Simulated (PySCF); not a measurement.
**C₃H₈FNSi: NMR shifts at several levels of theory, part 1 of 2**

Aim: compute the NMR shifts of C₃H₈FNSi (`FCC/C=N/[SiH3]`) at several levels, and see how far they spread and what each costs.

Computed with PySCF 2.14.0, with density-fitted response routines of our own, on a single molecule in the gas phase. Atoms are numbered from 0 throughout.

## Step 1: Starting geometry

14 atoms, charge 0, multiplicity 1; geometry from: PBE0-D3(BJ)/def2-SVP.

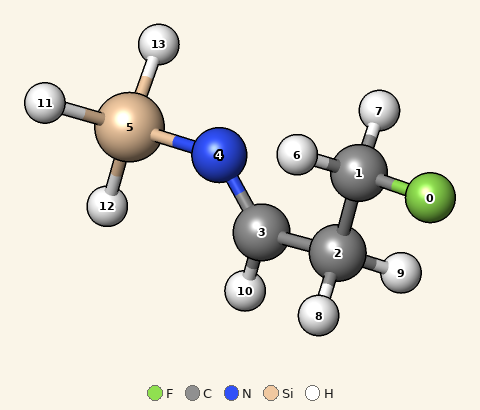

The starting geometry (fluorine green, carbon grey, nitrogen blue, silicon light orange, hydrogen white), atoms numbered.

## Step 2: Shielding tensors: PBE0/6-31G*

The job: settings as JSON, then the geometry in Å.

```
{"job": {"kind": "nmr", "xc": "PBE0", "basis": "6-31G*", "pop": true}, "charge": 0, "multiplicity": 1}
F     -4.071039     0.114784     0.535460
C     -2.699794     0.104052     0.617791
C     -2.117785    -0.293118    -0.718573
C     -0.624513    -0.354532    -0.729306
N      0.079810    -0.096239     0.290977
Si     1.831252    -0.147629     0.338616
H     -2.347617     1.105148     0.914145
H     -2.389022    -0.603726     1.402855
H     -2.449237     0.410891    -1.503562
H     -2.516861    -1.275986    -1.028959
H     -0.181956    -0.645640    -1.709898
H      2.329878     1.202936     0.727088
H      2.423007    -0.534617    -0.987453
H      2.244817    -1.139022     1.372811
```

Method: GIAO PBE0/6-31G* NMR shielding, non-relativistic, gas phase.

The run is started by

```
$ OMP_NUM_THREADS=1 python probes_run.py task.json out
```

One launch serves the whole session: the jobs run in the order shown.

Output:

```text
coarse grid: 11992 points
cycle   1  E = -562.7243645597  dE =  4.502e-01  |g| = 5.858e-01  |ddm| = 3.328e+00
cycle   2  E = -562.6301616914  dE =  9.420e-02  |g| = 9.018e-01  |ddm| = 1.363e+00
cycle   3  E = -562.7890174119  dE = -1.589e-01  |g| = 1.353e-01  |ddm| = 9.185e-01
cycle   4  E = -562.7929382396  dE = -3.921e-03  |g| = 4.111e-02  |ddm| = 1.414e-01
cycle   5  E = -562.7932634568  dE = -3.252e-04  |g| = 1.049e-02  |ddm| = 3.918e-02
cycle   6  E = -562.7932867148  dE = -2.326e-05  |g| = 2.546e-03  |ddm| = 1.140e-02
cycle   7  E = -562.7932881922  dE = -1.477e-06  |g| = 4.253e-04  |ddm| = 2.622e-03
final grid: 111128 points
cycle   8  E = -562.7484027973  dE = -2.098e-05  |g| = 7.971e-03  |ddm| = 1.955e-02
cycle   9  E = -562.7483922318  dE =  1.057e-05  |g| = 1.087e-02  |ddm| = 1.712e-02
cycle  10  E = -562.7484177515  dE = -2.552e-05  |g| = 1.096e-03  |ddm| = 9.901e-03
cycle  11  E = -562.7484179961  dE = -2.445e-07  |g| = 3.649e-04  |ddm| = 1.215e-03
cycle  12  E = -562.7484180235  dE = -2.742e-08  |g| = 1.141e-04  |ddm| = 3.712e-04
cycle  13  E = -562.7484180258  dE = -2.303e-09  |g| = 2.443e-05  |ddm| = 1.088e-04
cycle  14  E = -562.7484180259  dE = -1.260e-10  |g| = 5.518e-06  |ddm| = 3.252e-05
converged SCF energy = -562.7484180259

GIAO shielding tensors (ppm)
atom      isotropic    diamagn.    paramagn.     s11        s22        s33       span
  0 F      440.482     461.806     -21.324    401.702    459.111    460.632     58.931
  1 C      118.594     248.484    -129.890     84.644     95.275    175.863     91.219
  2 C      152.474     248.895     -96.421    133.327    141.159    182.935     49.608
  3 C       24.650     253.340    -228.690    -63.198      8.116    129.032    192.231
  4 N      -59.760     323.281    -383.041   -365.507    -97.401    283.628    649.135
  5 Si     431.724     882.071    -450.347    372.306    430.533    492.333    120.028
  6 H       27.246      29.267      -2.021     22.804     28.283     30.652      7.848
  7 H       27.225      29.109      -1.884     22.715     28.248     30.710      7.995
  8 H       29.344      29.275       0.069     26.927     28.665     32.442      5.515
  9 H       29.350      29.046       0.304     26.958     28.659     32.433      5.475
 10 H       23.389      30.283      -6.894     21.515     23.870     24.783      3.268
 11 H       26.865      29.442      -2.577     24.298     25.602     30.695      6.396
 12 H       27.083      29.443      -2.360     24.680     25.635     30.933      6.253
 13 H       26.866      29.228      -2.362     24.303     25.596     30.699      6.395
```

Wall time 11 s (1 thread of Arm Neoverse V1, shared host); peak memory 0.58 GiB.

The references, computed at this level on geometries of the same kind, shield at (ppm): ¹H TMS 31.96, ¹³C TMS 194.1, ²⁹Si TMS 418.1, ¹⁹F CFCl3 198.9, ¹⁵N NH3 259.4. Their shielding less the atom's gives the shift. The references are single molecules in the gas phase, so shifts against H2O, NH3, PH3, H3PO4 or CFCl3 are not on the usual liquid scales and can be off by tens of ppm. Atoms listed in one row are averaged.

| atoms | environment | σ (ppm) | δ (ppm) |
| --- | --- | --- | --- |
| C3 | C=N carbon | 24.6 | 169.5 |
| C1 | sp3 CH2 bonded to F | 118.6 | 75.5 |
| C2 | sp3 CH2 | 152.5 | 41.7 |
| H10 | hydrogen on a C=N carbon | 23.39 | 8.57 |
| H11, H12, H13 | hydrogen on a silicon bonded to N | 26.94 | 5.03 |
| H6, H7 | hydrogen on an sp3 CH2 bonded to F | 27.24 | 4.73 |
| H8, H9 | hydrogen on an sp3 CH2 | 29.35 | 2.62 |
| F0 | fluorine on an sp3 carbon | 440.5 | -241.6 |
| N4 | imine nitrogen | -59.8 | 319.1 |
| Si5 | silicon bonded to N, 3 H | 431.7 | -13.6 |

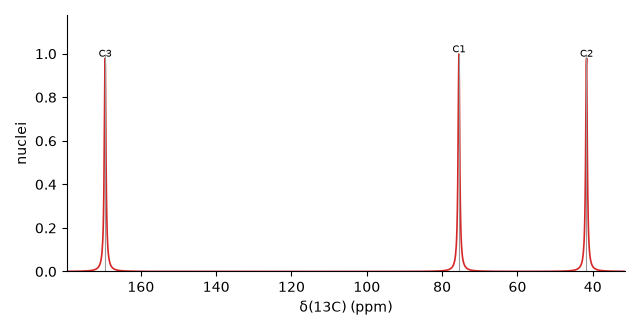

¹³C lines at the computed shifts, without couplings. Lines are broadened to a width of 0.51 ppm (Lorentzian).

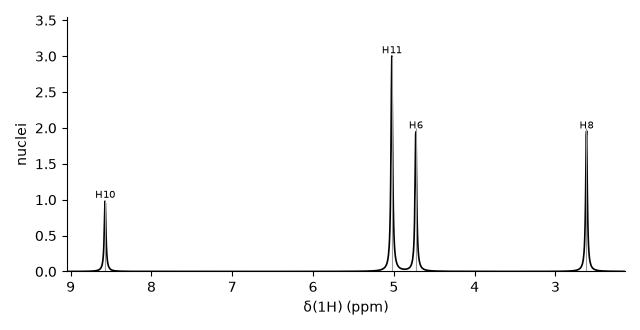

¹H lines at the computed shifts, without couplings. Lines are broadened to a width of 0.02 ppm (Lorentzian).

Charges from the same density, by scheme (e):

| atoms | Mulliken | IAO | Hirshfeld | ESP fit |
| --- | --- | --- | --- | --- |
| F0 | -0.35 | -0.32 | -0.13 | -0.24 |
| C1 | 0.06 | 0.05 | 0.03 | 0.21 |
| C2 | -0.44 | -0.30 | -0.06 | -0.18 |
| C3 | 0.07 | 0.08 | 0.08 | 0.40 |
| N4 | -0.46 | -0.55 | -0.25 | -0.54 |
| Si5 | 0.45 | 0.71 | 0.32 | 0.39 |

Hirshfeld charges:

F0 -0.13; C1 0.03; C2 -0.06; C3 0.08; N4 -0.25; Si5 0.32; H6 0.04; H7 0.04; H8 0.05; H9 0.05; H10 0.04; H11 -0.07; H12 -0.08; H13 -0.07

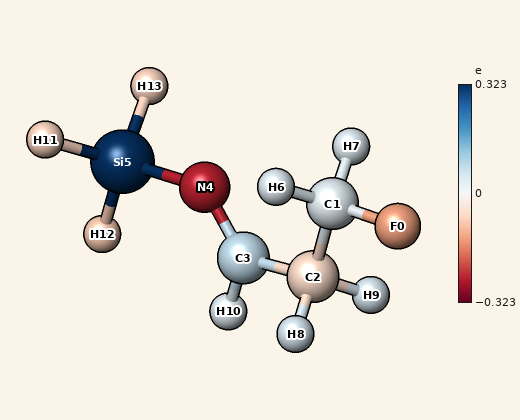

Hirshfeld charges, as colours on the atoms.

Mayer bond orders: F0–C1 0.88, C1–C2 0.99, C2–C3 0.95, C3–N4 1.91, N4–Si5 1.00.

## Step 3: Nuclear shieldings: PBE0/6-311+G(2d,p)

Same as in step 2 but for these lines:

```diff
@@ -1,2 +1,2 @@
-{"job": {"kind": "nmr", "xc": "PBE0", "basis": "6-31G*", "pop": true}, "charge": 0, "multiplicity": 1}
+{"job": {"kind": "nmr", "xc": "PBE0", "basis": "6-311+G(2d,p)", "pop": true}, "charge": 0, "multiplicity": 1}
 F     -4.071039     0.114784     0.535460
```

With the program's defaults for keys left out, this is: GIAO PBE0/6-311+G(2d,p) NMR shielding, non-relativistic, gas phase.

Output:

```text
coarse grid: 11992 points
cycle   1  E = -562.8061528432  dE =  4.368e-01  |g| = 5.820e-01  |ddm| = 3.029e+00
cycle   2  E = -562.7005200755  dE =  1.056e-01  |g| = 9.422e-01  |ddm| = 1.637e+00
cycle   3  E = -562.8665318272  dE = -1.660e-01  |g| = 1.294e-01  |ddm| = 1.160e+00
cycle   4  E = -562.8695087063  dE = -2.977e-03  |g| = 5.851e-02  |ddm| = 1.455e-01
cycle   5  E = -562.8701661074  dE = -6.574e-04  |g| = 1.204e-02  |ddm| = 5.056e-02
cycle   6  E = -562.8701873504  dE = -2.124e-05  |g| = 4.314e-03  |ddm| = 1.143e-02
cycle   7  E = -562.8701914167  dE = -4.066e-06  |g| = 4.360e-04  |ddm| = 4.629e-03
final grid: 111128 points
cycle   8  E = -562.8718234923  dE = -4.569e-05  |g| = 7.017e-03  |ddm| = 6.215e-02
cycle   9  E = -562.8718158697  dE =  7.623e-06  |g| = 9.248e-03  |ddm| = 1.489e-02
cycle  10  E = -562.8718347262  dE = -1.886e-05  |g| = 1.335e-03  |ddm| = 8.644e-03
cycle  11  E = -562.8718350343  dE = -3.081e-07  |g| = 4.644e-04  |ddm| = 1.447e-03
cycle  12  E = -562.8718350772  dE = -4.291e-08  |g| = 1.614e-04  |ddm| = 4.328e-04
cycle  13  E = -562.8718350816  dE = -4.439e-09  |g| = 3.732e-05  |ddm| = 1.313e-04
cycle  14  E = -562.8718350819  dE = -2.483e-10  |g| = 7.606e-06  |ddm| = 5.079e-05
converged SCF energy = -562.8718350819

GIAO shielding tensors (ppm)
atom      isotropic    diamagn.    paramagn.     s11        s22        s33       span
  0 F      431.290     451.590     -20.300    398.332    444.410    451.128     52.796
  1 C      106.433     247.827    -141.394     70.006     80.634    168.659     98.652
  2 C      141.553     245.580    -104.028    119.217    131.228    174.213     54.996
  3 C        4.138     256.226    -252.087    -93.307    -10.432    116.154    209.460
  4 N      -94.736     322.891    -417.627   -417.626   -136.676    270.094    687.720
  5 Si     387.683     877.460    -489.777    327.202    378.689    457.158    129.955
  6 H       26.811      30.606      -3.795     22.713     27.363     30.355      7.642
  7 H       26.784      30.594      -3.810     22.627     27.298     30.427      7.800
  8 H       28.644      30.190      -1.546     26.325     27.943     31.664      5.339
  9 H       28.650      29.959      -1.308     26.349     27.946     31.656      5.307
 10 H       22.392      31.664      -9.272     20.855     22.429     23.892      3.036
 11 H       26.395      28.106      -1.711     24.009     25.165     30.010      6.001
 12 H       26.569      27.761      -1.192     24.367     24.853     30.488      6.121
 13 H       26.394      27.996      -1.602     24.014     25.156     30.012      5.998
```

It took 30 s on 1 thread of Arm Neoverse V1, shared host; peak memory 0.96 GiB.

In short: δ C3 182.3, C1 80.0, C2 44.9, F0 -256.5, H10 9.12, H11 5.06 ppm (means over like atoms).

## Step 4: Nuclear shieldings: PBE0/def2-SVP

Same as in step 3 but for these lines:

```diff
@@ -1,2 +1,2 @@
-{"job": {"kind": "nmr", "xc": "PBE0", "basis": "6-311+G(2d,p)", "pop": true}, "charge": 0, "multiplicity": 1}
+{"job": {"kind": "nmr", "xc": "PBE0", "basis": "def2-SVP", "pop": true}, "charge": 0, "multiplicity": 1}
 F     -4.071039     0.114784     0.535460
```

Method: GIAO PBE0/def2-SVP NMR shielding, non-relativistic, gas phase.

Output:

```text
coarse grid: 11992 points
cycle   1  E = -562.3462032518  dE =  4.107e-01  |g| = 5.730e-01  |ddm| = 3.685e+00
cycle   2  E = -562.2505608572  dE =  9.564e-02  |g| = 8.925e-01  |ddm| = 1.753e+00
cycle   3  E = -562.4076642952  dE = -1.571e-01  |g| = 1.342e-01  |ddm| = 1.183e+00
cycle   4  E = -562.4114360019  dE = -3.772e-03  |g| = 4.558e-02  |ddm| = 1.609e-01
cycle   5  E = -562.4118404957  dE = -4.045e-04  |g| = 9.585e-03  |ddm| = 4.708e-02
cycle   6  E = -562.4118587611  dE = -1.827e-05  |g| = 3.084e-03  |ddm| = 1.203e-02
cycle   7  E = -562.4118609895  dE = -2.228e-06  |g| = 3.855e-04  |ddm| = 3.484e-03
final grid: 111128 points
cycle   8  E = -562.4813976760  dE = -1.888e-05  |g| = 7.140e-03  |ddm| = 2.892e-02
cycle   9  E = -562.4813889196  dE =  8.756e-06  |g| = 9.709e-03  |ddm| = 1.676e-02
cycle  10  E = -562.4814098737  dE = -2.095e-05  |g| = 1.158e-03  |ddm| = 1.013e-02
cycle  11  E = -562.4814101548  dE = -2.811e-07  |g| = 3.422e-04  |ddm| = 1.377e-03
cycle  12  E = -562.4814101792  dE = -2.439e-08  |g| = 9.920e-05  |ddm| = 4.330e-04
cycle  13  E = -562.4814101809  dE = -1.686e-09  |g| = 2.172e-05  |ddm| = 1.046e-04
cycle  14  E = -562.4814101810  dE = -9.845e-11  |g| = 5.202e-06  |ddm| = 3.680e-05
converged SCF energy = -562.4814101810

GIAO shielding tensors (ppm)
atom      isotropic    diamagn.    paramagn.     s11        s22        s33       span
  0 F      444.572     457.122     -12.550    403.125    463.779    466.811     63.687
  1 C      117.480     247.735    -130.255     81.554     93.255    177.630     96.076
  2 C      151.421     253.580    -102.158    130.831    139.867    183.566     52.735
  3 C       18.971     257.418    -238.448    -71.378     -0.980    129.270    200.648
  4 N      -73.828     322.841    -396.669   -396.611   -111.064    286.191    682.802
  5 Si     453.259     881.049    -427.790    393.114    452.464    514.200    121.087
  6 H       26.885      30.861      -3.975     22.573     27.735     30.348      7.775
  7 H       26.859      30.496      -3.636     22.480     27.692     30.406      7.927
  8 H       28.802      30.036      -1.234     26.413     28.007     31.986      5.573
  9 H       28.807      29.407      -0.599     26.438     28.005     31.979      5.541
 10 H       22.913      32.840      -9.926     21.196     23.016     24.528      3.332
 11 H       26.484      29.596      -3.113     23.972     25.200     30.279      6.307
 12 H       26.710      29.739      -3.029     24.416     25.087     30.627      6.211
 13 H       26.484      29.338      -2.854     23.978     25.192     30.282      6.303
```

Wall time 13 s (1 thread of Arm Neoverse V1, shared host); peak memory 0.66 GiB.

Key values: δ C3 174.8, C1 76.2, C2 42.3, F0 -229.9, H10 8.43, H11 4.78 ppm (means over like atoms).

## Step 5: Shielding tensors: PBE0/def2-TZVP

Same as in step 4 but for these lines:

```diff
@@ -1,2 +1,2 @@
-{"job": {"kind": "nmr", "xc": "PBE0", "basis": "def2-SVP", "pop": true}, "charge": 0, "multiplicity": 1}
+{"job": {"kind": "nmr", "xc": "PBE0", "basis": "def2-TZVP", "pop": true}, "charge": 0, "multiplicity": 1}
 F     -4.071039     0.114784     0.535460
```

Method: GIAO PBE0/def2-TZVP NMR shielding, non-relativistic, gas phase.

Output:

```text
coarse grid: 11992 points
cycle   1  E = -562.8377616476  dE =  4.339e-01  |g| = 5.869e-01  |ddm| = 2.804e+00
cycle   2  E = -562.7316189998  dE =  1.061e-01  |g| = 9.492e-01  |ddm| = 1.864e+00
cycle   3  E = -562.8997224087  dE = -1.681e-01  |g| = 1.299e-01  |ddm| = 1.412e+00
cycle   4  E = -562.9027597880  dE = -3.037e-03  |g| = 5.830e-02  |ddm| = 1.384e-01
cycle   5  E = -562.9034112683  dE = -6.515e-04  |g| = 1.176e-02  |ddm| = 5.640e-02
cycle   6  E = -562.9034325228  dE = -2.125e-05  |g| = 4.147e-03  |ddm| = 1.144e-02
cycle   7  E = -562.9034362551  dE = -3.732e-06  |g| = 4.463e-04  |ddm| = 4.639e-03
final grid: 111128 points
cycle   8  E = -562.8969255948  dE = -5.522e-05  |g| = 7.310e-03  |ddm| = 4.945e-02
cycle   9  E = -562.8969172304  dE =  8.364e-06  |g| = 9.614e-03  |ddm| = 1.759e-02
cycle  10  E = -562.8969373630  dE = -2.013e-05  |g| = 1.394e-03  |ddm| = 1.057e-02
cycle  11  E = -562.8969376984  dE = -3.354e-07  |g| = 4.891e-04  |ddm| = 1.657e-03
cycle  12  E = -562.8969377467  dE = -4.834e-08  |g| = 1.701e-04  |ddm| = 4.226e-04
cycle  13  E = -562.8969377516  dE = -4.877e-09  |g| = 3.773e-05  |ddm| = 1.911e-04
cycle  14  E = -562.8969377519  dE = -2.585e-10  |g| = 7.576e-06  |ddm| = 4.448e-05
converged SCF energy = -562.8969377519

GIAO shielding tensors (ppm)
atom      isotropic    diamagn.    paramagn.     s11        s22        s33       span
  0 F      431.469     455.653     -24.184    398.201    445.382    450.824     52.622
  1 C      104.714     244.085    -139.371     67.476     78.842    167.824    100.349
  2 C      140.773     246.872    -106.099    118.472    130.369    173.477     55.005
  3 C        1.851     254.350    -252.499    -96.875    -13.863    116.290    213.165
  4 N      -98.602     318.682    -417.284   -426.344   -140.392    270.930    697.274
  5 Si     376.340     878.930    -502.590    315.381    366.607    447.030    131.649
  6 H       26.822      29.490      -2.668     22.755     27.355     30.356      7.601
  7 H       26.796      29.352      -2.556     22.670     27.294     30.425      7.755
  8 H       28.659      29.483      -0.824     26.381     27.982     31.614      5.233
  9 H       28.666      29.209      -0.543     26.408     27.982     31.607      5.198
 10 H       22.385      31.796      -9.411     20.964     22.220     23.973      3.009
 11 H       26.371      29.507      -3.136     24.097     25.095     29.920      5.823
 12 H       26.528      29.582      -3.054     24.390     24.805     30.389      5.999
 13 H       26.370      29.298      -2.928     24.103     25.086     29.922      5.820
```

Run time: 37 s. Hardware: 1 thread of Arm Neoverse V1, shared host; peak memory 0.91 GiB.

This run: δ C3 184.8, C1 81.9, C2 45.9, F0 -252.6, H10 9.10, H11 5.06 ppm (means over like atoms).

## Step 6: Nuclear shieldings: PBE0/cc-pVDZ

Same as in step 5 but for these lines:

```diff
@@ -1,2 +1,2 @@
-{"job": {"kind": "nmr", "xc": "PBE0", "basis": "def2-TZVP", "pop": true}, "charge": 0, "multiplicity": 1}
+{"job": {"kind": "nmr", "xc": "PBE0", "basis": "cc-pVDZ", "pop": true}, "charge": 0, "multiplicity": 1}
 F     -4.071039     0.114784     0.535460
```

Method: GIAO PBE0/cc-pVDZ NMR shielding, non-relativistic, gas phase.

Output:

```text
coarse grid: 11992 points
cycle   1  E = -562.7063873450  dE =  4.922e-01  |g| = 5.767e-01  |ddm| = 6.510e+00
cycle   2  E = -562.6109343172  dE =  9.545e-02  |g| = 8.961e-01  |ddm| = 1.949e+00
cycle   3  E = -562.7682620221  dE = -1.573e-01  |g| = 1.349e-01  |ddm| = 1.202e+00
cycle   4  E = -562.7720868395  dE = -3.825e-03  |g| = 4.501e-02  |ddm| = 2.269e-01
cycle   5  E = -562.7724801931  dE = -3.934e-04  |g| = 9.757e-03  |ddm| = 6.105e-02
cycle   6  E = -562.7724990934  dE = -1.890e-05  |g| = 3.152e-03  |ddm| = 2.001e-02
cycle   7  E = -562.7725014093  dE = -2.316e-06  |g| = 4.114e-04  |ddm| = 5.106e-03
final grid: 111128 points
cycle   8  E = -562.7846630836  dE = -1.898e-05  |g| = 7.687e-03  |ddm| = 5.010e-02
cycle   9  E = -562.7846528944  dE =  1.019e-05  |g| = 1.046e-02  |ddm| = 2.880e-02
cycle  10  E = -562.7846774081  dE = -2.451e-05  |g| = 1.162e-03  |ddm| = 1.594e-02
cycle  11  E = -562.7846776769  dE = -2.688e-07  |g| = 3.801e-04  |ddm| = 1.981e-03
cycle  12  E = -562.7846777072  dE = -3.032e-08  |g| = 1.153e-04  |ddm| = 5.934e-04
cycle  13  E = -562.7846777095  dE = -2.329e-09  |g| = 2.556e-05  |ddm| = 1.604e-04
cycle  14  E = -562.7846777097  dE = -1.396e-10  |g| = 5.899e-06  |ddm| = 5.186e-05
converged SCF energy = -562.7846777097

GIAO shielding tensors (ppm)
atom      isotropic    diamagn.    paramagn.     s11        s22        s33       span
  0 F      437.855     460.723     -22.868    400.183    456.072    457.311     57.128
  1 C      119.715     248.135    -128.420     84.048     96.085    179.013     94.964
  2 C      151.972     250.976     -99.004    132.227    139.202    184.489     52.262
  3 C       20.821     256.349    -235.529    -69.613      3.290    128.785    198.399
  4 N      -70.147     320.585    -390.732   -386.196   -105.763    281.518    667.714
  5 Si     455.411     883.169    -427.758    398.709    453.875    513.648    114.939
  6 H       26.705      30.664      -3.960     22.423     27.491     30.200      7.777
  7 H       26.679      30.272      -3.593     22.333     27.444     30.260      7.927
  8 H       28.652      29.550      -0.898     26.348     27.873     31.735      5.387
  9 H       28.659      28.948      -0.290     26.372     27.877     31.727      5.354
 10 H       22.525      32.266      -9.742     20.774     22.697     24.103      3.329
 11 H       26.475      29.948      -3.474     23.880     25.084     30.461      6.581
 12 H       26.702      30.110      -3.408     24.334     24.923     30.850      6.516
 13 H       26.475      29.702      -3.227     23.886     25.075     30.463      6.577
```

Wall time 14 s (1 thread of Arm Neoverse V1, shared host); peak memory 0.71 GiB.

In short: δ C3 175.9, C1 77.0, C2 44.8, F0 -236.9, H10 8.77, H11 4.74 ppm (means over like atoms).

## Step 7: NMR shieldings: PBE0/cc-pVTZ

Same as in step 6 but for these lines:

```diff
@@ -1,2 +1,2 @@
-{"job": {"kind": "nmr", "xc": "PBE0", "basis": "cc-pVDZ", "pop": true}, "charge": 0, "multiplicity": 1}
+{"job": {"kind": "nmr", "xc": "PBE0", "basis": "cc-pVTZ", "pop": true}, "charge": 0, "multiplicity": 1}
 F     -4.071039     0.114784     0.535460
```

Level: GIAO PBE0/cc-pVTZ NMR shielding, non-relativistic, gas phase.

Output:

```text
coarse grid: 11992 points
cycle   1  E = -562.8214478284  dE =  4.371e-01  |g| = 5.864e-01  |ddm| = 6.963e+00
cycle   2  E = -562.7185305549  dE =  1.029e-01  |g| = 9.435e-01  |ddm| = 2.124e+00
cycle   3  E = -562.8830582283  dE = -1.645e-01  |g| = 1.318e-01  |ddm| = 1.349e+00
cycle   4  E = -562.8862257224  dE = -3.167e-03  |g| = 5.740e-02  |ddm| = 2.354e-01
cycle   5  E = -562.8868516479  dE = -6.259e-04  |g| = 1.125e-02  |ddm| = 7.712e-02
cycle   6  E = -562.8868713056  dE = -1.966e-05  |g| = 4.107e-03  |ddm| = 1.991e-02
cycle   7  E = -562.8868749408  dE = -3.635e-06  |g| = 4.308e-04  |ddm| = 6.166e-03
final grid: 111128 points
cycle   8  E = -562.8874683174  dE = -6.227e-05  |g| = 7.962e-03  |ddm| = 9.260e-02
cycle   9  E = -562.8874579452  dE =  1.037e-05  |g| = 1.075e-02  |ddm| = 2.795e-02
cycle  10  E = -562.8874818865  dE = -2.394e-05  |g| = 1.336e-03  |ddm| = 1.543e-02
cycle  11  E = -562.8874821779  dE = -2.914e-07  |g| = 5.085e-04  |ddm| = 2.450e-03
cycle  12  E = -562.8874822294  dE = -5.152e-08  |g| = 1.834e-04  |ddm| = 7.415e-04
cycle  13  E = -562.8874822352  dE = -5.815e-09  |g| = 3.907e-05  |ddm| = 2.783e-04
cycle  14  E = -562.8874822355  dE = -2.892e-10  |g| = 7.558e-06  |ddm| = 5.696e-05
converged SCF energy = -562.8874822355

GIAO shielding tensors (ppm)
atom      isotropic    diamagn.    paramagn.     s11        s22        s33       span
  0 F      431.262     458.120     -26.857    397.533    445.174    451.080     53.547
  1 C      106.281     242.154    -135.873     69.951     80.776    168.116     98.165
  2 C      141.933     244.831    -102.898    120.052    131.096    174.650     54.598
  3 C        4.162     253.056    -248.893    -93.931    -10.628    117.045    210.976
  4 N      -94.751     320.417    -415.168   -422.119   -135.491    273.357    695.476
  5 Si     397.779     886.356    -488.577    338.145    385.858    469.335    131.190
  6 H       26.641      29.549      -2.909     22.527     27.208     30.187      7.660
  7 H       26.614      29.392      -2.778     22.441     27.145     30.256      7.815
  8 H       28.482      29.597      -1.115     26.181     27.735     31.530      5.349
  9 H       28.490      29.349      -0.860     26.209     27.737     31.523      5.313
 10 H       22.239      31.580      -9.341     20.675     22.170     23.871      3.196
 11 H       26.406      29.611      -3.205     24.052     25.101     30.065      6.013
 12 H       26.566      29.707      -3.141     24.357     24.808     30.533      6.176
 13 H       26.406      29.336      -2.931     24.058     25.092     30.066      6.008
```

Wall time 50 s (1 thread of Arm Neoverse V1, shared host); peak memory 1 GiB.

Key values: δ C3 183.1, C1 81.0, C2 45.4, F0 -248.7, H10 9.05, H11 4.83 ppm (means over like atoms).

(Continued in part 2 of 2.)
